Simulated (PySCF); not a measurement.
**RuCl₂: singlet, from a bent start**

Aim: relax RuCl₂ as a singlet from a bent start, check by its vibrations whether the end is a minimum, and collect its spectrum and constants.

Program: PySCF 2.14.0. Level of theory: PBE0, basis Ru def2-TZVP with ECP28, Cl def2-TZVP, scalar-relativistic core potentials, no spin–orbit coupling, density fitting. These are calculated values, not measurements.

### Step 1. Starting geometry

3 atoms, charge 0, spin multiplicity 1.

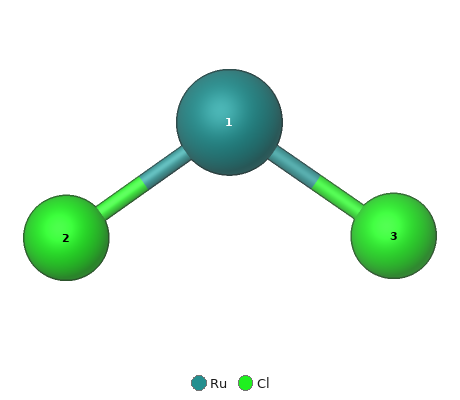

Start geometry, drawn with ruthenium teal, chlorine green; atoms are numbered from 1 in the order of the file.

```xyz
3
charge 0 multiplicity 1
Ru    0.0000    0.0000    0.0000
Cl    1.8349    0.0000    1.2848
Cl   -1.8349    0.0000    1.2848
```

### Step 2. The SCF at the typed geometry

One driver script runs all steps and calls PySCF; scf.py shows how it sets up the SCF of each step. The optimiser is the driver's own. After this first run the driver tries any further starts and a stability analysis.

scf.py

```python
from pyscf import gto, scf, dft
mol = gto.M(atom='''
Ru     0.000000     0.000000     0.000000
Cl     1.834900     0.000000     1.284800
Cl    -1.834900     0.000000     1.284800''',
    basis={'Ru': 'def2-TZVP', 'Cl': 'def2-TZVP'},
    ecp={'Ru': 'def2-TZVP'},
    charge=0, spin=0)
mf = dft.RKS(mol, xc='PBE0')
mf.grids.atom_grid = (50, 194)
aux = {'Ru': 'def2-universal-JKFIT', 'Cl': 'def2-universal-JKFIT'}
mf = mf.density_fit(auxbasis=aux)
mf.conv_tol = 1e-08
mf.diis_space = 10
mf.max_cycle = 60
mf.init_guess = 'minao'
mf.verbose = 4
mf.kernel()
```

The run is started by

```
> OMP_NUM_THREADS=2 python axn.py task.json out
```

What it wrote, shortened:

```text
[... the frontier levels of the middle cycles are left out ...]
init E= -1007.20881849696
  HOMO = -0.571276775540565  LUMO = -0.562522671322921  gap/eV = 0.23821
cycle= 1 E= -1014.0381048795  delta_E= -6.83  |g|=  2.1  |ddm|= 4.11
  HOMO = 0.0793049543339577  LUMO = 0.0899704302139658  gap/eV = 0.29022
cycle= 2 E= -1004.59175494958  delta_E= 9.45  |g|= 4.27  |ddm|= 9.77
  HOMO = -0.410034598505343  LUMO = -0.372813570771063  gap/eV = 1.01284
cycle= 3 E= -1013.96744085958  delta_E= -9.38  |g|= 2.05  |ddm|= 9.79
cycle= 4 E= -1014.44150009349  delta_E= -0.474  |g|= 1.51  |ddm|= 0.403
cycle= 5 E= -1014.89912890002  delta_E= -0.458  |g|= 0.597  |ddm|= 0.872
cycle= 6 E= -1014.97075131849  delta_E= -0.0716  |g|= 0.192  |ddm|= 0.348
cycle= 7 E= -1014.98152662645  delta_E= -0.0108  |g|= 0.0794  |ddm|= 0.192
cycle= 8 E= -1014.9839454487  delta_E= -0.00242  |g|= 0.0259  |ddm|= 0.127
cycle= 9 E= -1014.98452506207  delta_E= -0.00058  |g|= 0.0181  |ddm|= 0.0679
cycle= 10 E= -1014.98486119475  delta_E= -0.000336  |g|= 0.00812  |ddm|= 0.0584
cycle= 11 E= -1014.9850801011  delta_E= -0.000219  |g|= 0.00289  |ddm|= 0.0968
cycle= 12 E= -1014.98508229773  delta_E= -2.2e-06  |g|= 0.00105  |ddm|= 0.00308
cycle= 13 E= -1014.98508841433  delta_E= -6.12e-06  |g|= 0.000262  |ddm|= 0.0184
cycle= 14 E= -1014.98508850213  delta_E= -8.78e-08  |g|= 6.14e-05  |ddm|= 0.0018
cycle= 15 E= -1014.98508850767  delta_E= -5.53e-09  |g|= 2.35e-05  |ddm|= 0.00051
  HOMO = -0.253017209492681  LUMO = -0.173558724943486  gap/eV = 2.16218
Extra cycle  E= -1014.98508850777  delta_E= -1.02e-10  |g|= 9.24e-06  |ddm|= 2.67e-05
converged SCF energy = -1014.98508850777
```

This step, with its further starts and checks, needed 13 s of wall time on 2 threads of Arm Neoverse V1, shared host.

Energies from each starting density:

| start | energy (Eh) |
| --- | --- |
| the minimal-basis guess | -1014.985089 |
| a thermally smeared density | -1014.985089 |
| a smeared PBE density | -1014.981302 |

The test of internal stability and the other starts found no lower closed-shell solution.

### Step 3. Relaxation: bent start, singlet

The program finds C2v symmetry in the start, which this walk keeps.

Changes to scf.py since step 2:

```diff
@@ -3,3 +3,3 @@
-Ru     0.000000     0.000000     0.000000
-Cl     1.834900     0.000000     1.284800
-Cl    -1.834900     0.000000     1.284800''',
+Ru     0.000000     0.000000    -0.522899
+Cl     1.834900     0.000000     0.761901
+Cl    -1.834900     0.000000     0.761901''',
@@ -16 +15,0 @@
-mf.init_guess = 'minao'
```

Energy and gradient, step by step:

| step | energy (Eh) | change (kJ/mol) | largest symmetric gradient (Eh/bohr) |
| --- | --- | --- | --- |
| 0 | -1014.985089 | 0.00 | 0.02616 |
| 1 | -1014.988142 | -8.02 | 0.01101 |
| 2 | -1014.989511 | -11.61 | 0.00407 |
| 3 | -1014.990254 | -13.56 | 0.00281 |
| 4 | -1014.990493 | -14.19 | 0.00214 |
| 5 | -1014.990541 | -14.32 | 0.00030 |
| 6 | -1014.990541 | -14.32 | 0.00020 |

The walk took 16 s.

Positions (Å) and forces (eV/Å) along the way:

```
step 0
Ru   0.000   0.000  -0.523   0.000   0.000   1.345
Cl   1.835   0.000   0.762  -0.541   0.000  -0.672
Cl  -1.835   0.000   0.762   0.541   0.000  -0.672
step 1
Ru   0.000   0.000  -0.459   0.000   0.000   0.566
Cl   1.849   0.000   0.730  -0.092   0.000  -0.283
Cl  -1.849   0.000   0.730   0.092   0.000  -0.283
step 3
Ru   0.000   0.000  -0.322   0.000   0.000  -0.010
Cl   1.944   0.000   0.662   0.145   0.000   0.005
Cl  -1.944   0.000   0.662  -0.145   0.000   0.005
step 6
Ru   0.000   0.000  -0.256   0.000   0.000   0.010
Cl   2.002   0.000   0.628  -0.007   0.000  -0.005
Cl  -2.002   0.000   0.628   0.007   0.000  -0.005
```

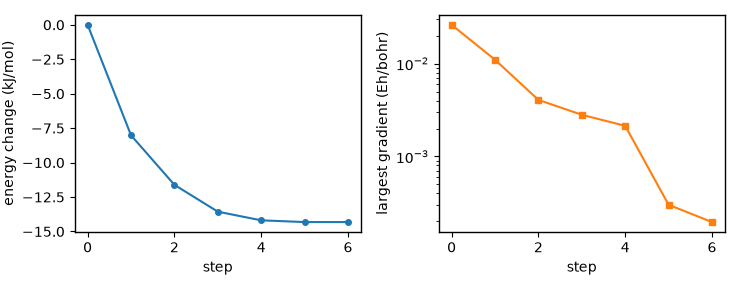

Energy and largest gradient along the walk.

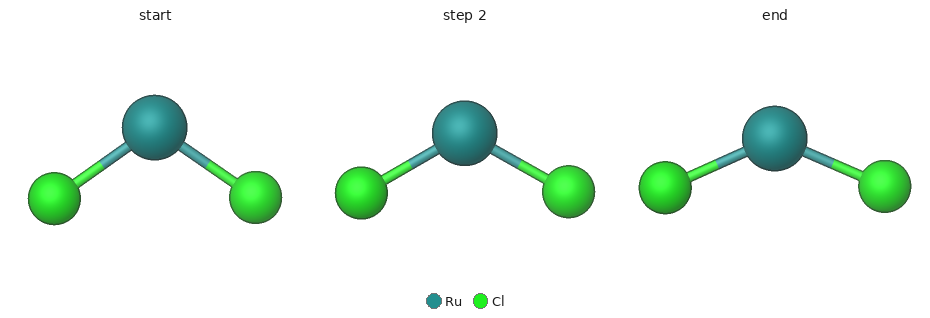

Start and end of the relaxation, with a step between.

End point (C2v, 6 steps, 14.3 kJ/mol gained): Ru–Cl 2.188 Å (×2); Cl–Ru–Cl 132.3°.

### Step 4. Frequencies

On the finer grid the gradient is checked again; gradients at displacements of ±0.02 bohr then give force constants and infrared intensities.

Changes to scf.py since step 3:

```diff
@@ -3,3 +3,3 @@
-Ru     0.000000     0.000000    -0.522899
-Cl     1.834900     0.000000     0.761901
-Cl    -1.834900     0.000000     0.761901''',
+Ru     0.000000     0.000000    -0.378969
+Cl     1.987557     0.000000     0.534013
+Cl    -1.987557     0.000000     0.534013''',
@@ -10 +10 @@
-mf.grids.atom_grid = (50, 194)
+mf.grids.atom_grid = (75, 302)
@@ -13 +13 @@
-mf.conv_tol = 1e-08
+mf.conv_tol = 1e-10
```

The driver hands on the density of the step before, so the log starts near convergence.

Log of the central SCF (cycles and frontier levels):

```text
init E= -1014.99043421233
  HOMO = -0.253942053572405  LUMO = -0.167035494983621  gap/eV = 2.36485
cycle= 1 E= -1014.9904342123  delta_E= 3.52e-11  |g|= 1.46e-05  |ddm|= 1.94e-05
  HOMO = -0.253944014689788  LUMO = -0.167037243194762  gap/eV = 2.36485
cycle= 2 E= -1014.99043421217  delta_E= 1.29e-10  |g|= 2.65e-05  |ddm|= 3.28e-05
  HOMO = -0.253942219610077  LUMO = -0.167035665104889  gap/eV = 2.36485
cycle= 3 E= -1014.99043421235  delta_E= -1.8e-10  |g|= 4.58e-06  |ddm|= 2.1e-05
  HOMO = -0.253942606602201  LUMO = -0.167036009637037  gap/eV = 2.36485
cycle= 4 E= -1014.99043421235  delta_E= -1.82e-12  |g|= 1.58e-07  |ddm|= 2.83e-06
  HOMO = -0.253942618548481  LUMO = -0.167036030243049  gap/eV = 2.36485
Extra cycle  E= -1014.99043421235  delta_E= -2.5e-12  |g|= 1.65e-07  |ddm|= 4.95e-07
converged SCF energy = -1014.99043421235
```

The whole step took 35 s.

Geometry: C2v; Ru–Cl 2.187 Å (×2); Cl–Ru–Cl 130.7°.

Modes, for the most abundant isotopes:

| symmetry | ω (cm⁻¹) | IR (km/mol) | μ (u) | type |
| --- | --- | --- | --- | --- |
| a1 | 75 | 5.9 | 43.21 | bend |
| a1 | 398 | 9.7 | 37.87 | stretch |
| b2 | 434 | 98.5 | 45.87 | stretch |

All wavenumbers are real: a minimum.

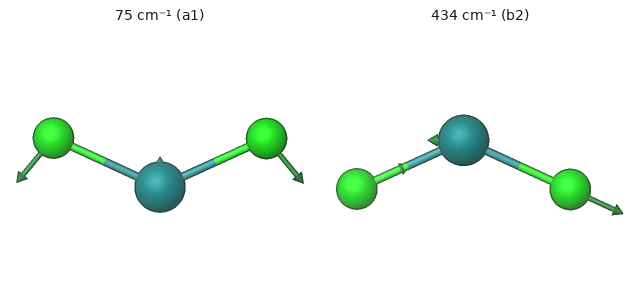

How the atoms move in 2 of the modes.

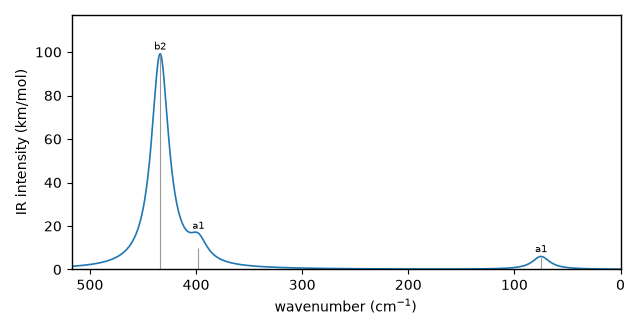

The harmonic infrared spectrum (widths in cm⁻¹). Lines are broadened to a width of 20 cm⁻¹ (Lorentzian).

Constants and moments:

```yaml
Dipole_moment: 2.28 D
Highest_occupied_level: -6.91 eV
Lowest_empty_level: -4.55 eV
Rotational_constants: 0.4876, 0.06102, 0.05423 cm⁻¹
Zero-point_energy: 5.4 kJ/mol
Principal_polarisabilities: 37.0, 47.9, 89.7 bohr³
Atomisation_energy_without_zero-point_energy: 528 kJ/mol
Principal_traceless_quadrupole_moments_about_the_centre_of_mass: -7.31, 3.12, 4.19 D Å
Entropy_at_298.15_K_and_1_bar: 302.2 J/(mol K)
Heat_capacity_Cp_at_298.15_K: 53.5 J/(mol K)
Enthalpy_at_298.15_K_above_0_K: 13.52 kJ/mol
Rotational_symmetry_number: 2
```

Charges (e) and bond orders:

```csv
atom,Mulliken,Löwdin,polar tensor,Mayer order to Ru1
Ru1,0.73,-0.10,1.09,–
"Cl2,3",-0.36,0.05,-0.55,1.06
```

Mulliken populations on Ru1 (outside its core potential): s 2.17, p 6.19, d 6.91, f 0.01.

### Step 5. A spin-polarised start

A stability analysis found the closed shell of the lowest minimum unstable towards spin polarisation, so the unrestricted solution is followed.

The program finds C2v symmetry in the start, which may break. The walk stops when the largest gradient is under 0.0003 Eh/bohr and the energy has settled too.

Changes to scf.py since step 4:

```diff
@@ -3,3 +3,3 @@
-Ru     0.000000     0.000000    -0.378969
-Cl     1.987557     0.000000     0.534013
-Cl    -1.987557     0.000000     0.534013''',
+Ru     0.000000     0.000000    -0.371573
+Cl     1.987557     0.000000     0.541409
+Cl    -1.987557     0.000000     0.541409''',
@@ -9,2 +9,2 @@
-mf = dft.RKS(mol, xc='PBE0')
-mf.grids.atom_grid = (75, 302)
+mf = dft.UKS(mol, xc='PBE0')
+mf.grids.atom_grid = (50, 194)
@@ -13 +13 @@
-mf.conv_tol = 1e-10
+mf.conv_tol = 1e-08
```

Steps of the walk:

| step | energy (Eh) | change (kJ/mol) | largest gradient (Eh/bohr) |
| --- | --- | --- | --- |
| 0 | -1015.016439 | 0.00 | 0.00571 |
| 1 | -1015.016842 | -1.06 | 0.00346 |
| 2 | -1015.017543 | -2.90 | 0.00548 |
| 3 | -1015.017699 | -3.31 | 0.00295 |
| 4 | -1015.017764 | -3.48 | 0.00024 |
| 5 | -1015.017768 | -3.49 | 0.00014 |
| 6 | -1015.017768 | -3.49 | 0.00003 |

The walk took 35 s.

Geometry (Å) and forces (eV/Å) at some steps:

```
step 0
Ru   0.000   0.000  -0.372  -0.037   0.006  -0.293
Cl   1.988   0.000   0.541   0.029  -0.003   0.155
Cl  -1.988   0.000   0.541   0.008  -0.003   0.138
step 1
Ru  -0.001   0.000  -0.399   0.004  -0.002  -0.178
Cl   1.973   0.000   0.555  -0.067   0.001   0.089
Cl  -1.973   0.000   0.555   0.063   0.002   0.089
step 3
Ru  -0.001   0.000  -0.509   0.028   0.000   0.109
Cl   1.892   0.000   0.610  -0.152   0.000  -0.063
Cl  -1.891   0.000   0.610   0.124   0.000  -0.046
step 6
Ru   0.000   0.000  -0.525   0.002   0.000   0.000
Cl   1.867   0.000   0.618  -0.001   0.000   0.000
Cl  -1.867   0.000   0.618   0.000   0.000   0.000
```

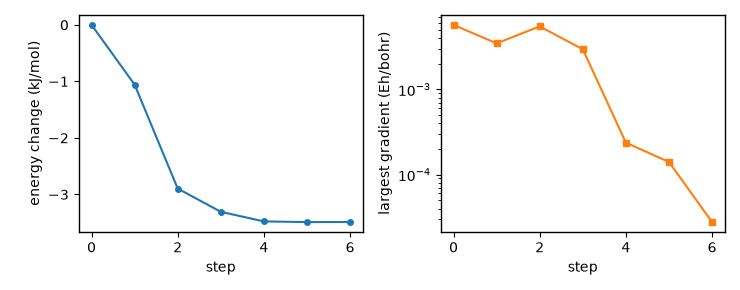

Energy and largest gradient along the walk.

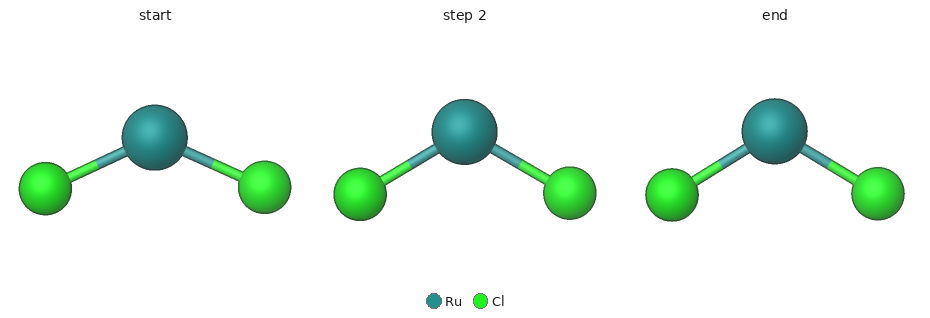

The geometry along the walk, at one scale.

It settles in C2v symmetry, 3.5 kJ/mol below the start, after 6 steps: Ru–Cl 2.189 Å (×2); Cl–Ru–Cl 117.0°.

### Step 6. Vibrations and properties at this point

The same treatment as at the point before.

Changes to scf.py since step 5:

```diff
@@ -3,3 +3,3 @@
-Ru     0.000000     0.000000    -0.371573
-Cl     1.987557     0.000000     0.541409
-Cl    -1.987557     0.000000     0.541409''',
+Ru    -0.000025    -0.000000    -0.467143
+Cl     1.864720     0.000000     0.678745
+Cl    -1.864649    -0.000000     0.678942''',
@@ -10 +10 @@
-mf.grids.atom_grid = (50, 194)
+mf.grids.atom_grid = (75, 302)
@@ -13 +13 @@
-mf.conv_tol = 1e-08
+mf.conv_tol = 1e-10
```

SCF at the final geometry:

```text
init E= -1015.01790682495
[... the frontier-level lines of each cycle are left out ...]
cycle= 1 E= -1015.01790682497  delta_E= -2.39e-11  |g|= 1.67e-06  |ddm|= 8.84e-06
Extra cycle  E= -1015.017906825  delta_E= -2.71e-11  |g|= 1.75e-06  |ddm|= 8.88e-06
converged SCF energy = -1015.017906825  <S^2> = 1.0130995  2S+1 = 2.247754
```

The whole step needed 1.7 min of wall time on 2 threads of Arm Neoverse V1, shared host.

Geometry: C2v; Ru–Cl 2.189 Å (×2); Cl–Ru–Cl 116.9°.

Modes, for the most abundant isotopes:

| ω (cm⁻¹) | IR (km/mol) | type |
| --- | --- | --- |
| 95 | 5.5 | bend |
| 402 | 17.3 | stretch |
| 414 | 92.4 | stretch |

All wavenumbers are real: a minimum.

The SCF density has lower symmetry than the nuclear frame, so the modes carry no labels.

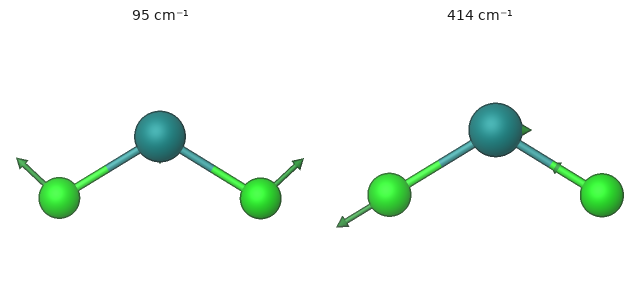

How the atoms move in 2 of the modes.

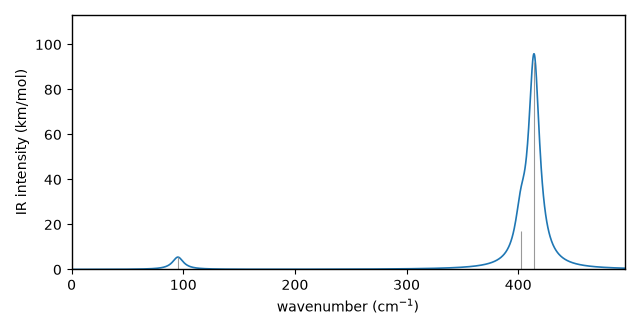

The harmonic infrared spectrum (widths in cm⁻¹). Lines are broadened to a width of 12 cm⁻¹ (Lorentzian).

Constants and moments:

| Item | Value |
| --- | --- |
| Dipole moment | 3.04 D |
| Highest occupied level | -7.00 eV |
| Lowest empty level | -3.85 eV |
| Rotational constants | 0.3095, 0.06932, 0.05664 cm⁻¹ |
| Zero-point energy | 5.5 kJ/mol |
| Principal polarisabilities | 39.6, 54.4, 87.8 bohr³ |
| Atomisation energy without zero-point energy | 601 kJ/mol |
| Principal traceless quadrupole moments about the centre of mass | -6.29, 2.22, 4.07 D Å |
| Entropy at 298.15 K and 1 bar | 301.6 J/(mol K) |
| Heat capacity Cp at 298.15 K | 53.6 J/(mol K) |
| Enthalpy at 298.15 K above 0 K | 13.45 kJ/mol |
| Rotational symmetry number | 2 |
| Spin squared ⟨S²⟩ | 1.013 |

Populations by atom (charges in e):

| atom | Mulliken | Löwdin | polar tensor | spin (Mulliken) | Mayer order to Ru1 |
| --- | --- | --- | --- | --- | --- |
| Ru1 | 0.71 | -0.07 | 1.12 | 0.00 | – |
| Cl2,3 | -0.36 | 0.04 | -0.56 | 0.00 | 1.09 |

Mulliken populations on Ru1 (outside its core potential): s 2.35, p 6.21, d 6.72, f 0.01.

### Step 7. All stationary points

| spin | group | bonds | imaginary modes (cm⁻¹) | ΔE (kJ/mol) | with zero-point energy |
| --- | --- | --- | --- | --- | --- |
| broken-symmetry (Ms = 0) | C2v (density of lower symmetry) | Ru–Cl 2.189 Å (×2) | none | 0.0 | 0.0 |
| singlet | C2v | Ru–Cl 2.187 Å (×2) | none | 72.1 | 72.1 |

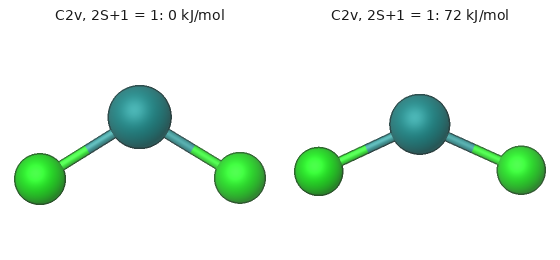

The points, lowest first (ruthenium teal, chlorine green).

### Step 8. Summary of results

| quantity | value |
| --- | --- |
| minimum | broken-symmetry (Ms = 0), C2v |
| geometry | Ru–Cl 2.189 Å (×2); Cl–Ru–Cl 116.9° |
| wavenumbers (cm⁻¹) | 95, 402, 414 |
| dipole moment | 3.04 D |
| highest occupied, lowest empty level (either spin) | -7.00, -3.85 eV |
| polar-tensor charge of Ru1 | +1.12 e |
| zero-point energy | 5.5 kJ/mol |
| entropy at 298.15 K | 301.6 J/(mol K) |
| atomisation energy (no zero-point energy) | 601 kJ/mol |
| ⟨S²⟩ | 1.013 |

**Reading.** The molecule stays C2v, as typed, and the end point is a minimum. The determinant is spin-contaminated (⟨S²⟩ = 1.01 against 0.00), so it is no pure spin state. In the infrared the band at 414 cm⁻¹ (stretch) leads. Only this shape and spin were tried, so other structures or states may lie lower. The SCF density has lower symmetry than the nuclear frame.

The search up to here took 3.6 min.
